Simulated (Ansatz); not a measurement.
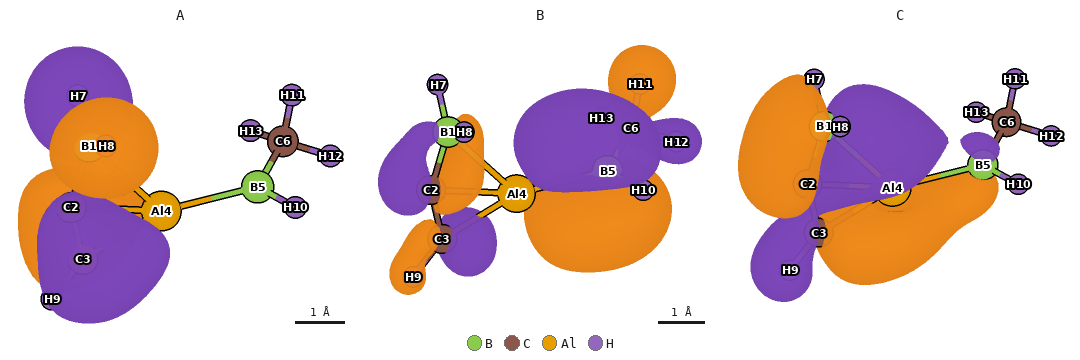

Figure. C₃H₇AlB₂. Three frontier orbitals at ±0.08 Å⁻³ᐟ² (orange and purple are the two phases), in no order.

Theory: RKS r2SCAN/cc-pVDZ (Ansatz 0.2.0).

```yaml
atoms:
  - { symbol: B, position_ang: [-2.3482, 0.6076, 1.2067] }
  - { symbol: C, position_ang: [-1.4748, 0.2367, 0.0724] }
  - { symbol: C, position_ang: [-0.7777, 0.4969, -1.0290] }
  - { symbol: Al, position_ang: [-1.5590, 2.1611, -0.4825] }
  - { symbol: B, position_ang: [-2.0202, 4.2016, -0.4664] }
  - { symbol: C, position_ang: [-3.3059, 4.8445, -1.0657] }
  - { symbol: H, position_ang: [-3.5471, 0.4596, 1.1075] }
  - { symbol: H, position_ang: [-1.8501, 0.8686, 2.2803] }
  - { symbol: H, position_ang: [-0.1767, -0.1517, -1.6700] }
  - { symbol: H, position_ang: [-1.2452, 4.9079, 0.1417] }
  - { symbol: H, position_ang: [-3.9535, 5.0285, -0.1801] }
  - { symbol: H, position_ang: [-3.1198, 5.8487, -1.4843] }
  - { symbol: H, position_ang: [-3.8960, 4.2473, -1.7745] }
```

### Which picture is the HOMO−1, the HOMO and the LUMO?

A is the HOMO−1 (−6.80 eV). It lies mainly on C3 (about 30 %), B1 (about 20 %), C2 (about 15 %), H8 (about 15 %) and H7 (about 15 %). C is the HOMO (−5.56 eV). By Hirshfeld shares it lies mainly on Al4 (about 25 %), B1 (about 20 %), C2 (about 20 %) and C3 (about 20 %). B is the LUMO (−2.98 eV). It lies mainly on B5 (about 50 %), Al4 (about 15 %) and C6 (about 10 %).

### What is the HOMO–LUMO gap?

2.58 eV between the orbital energies.
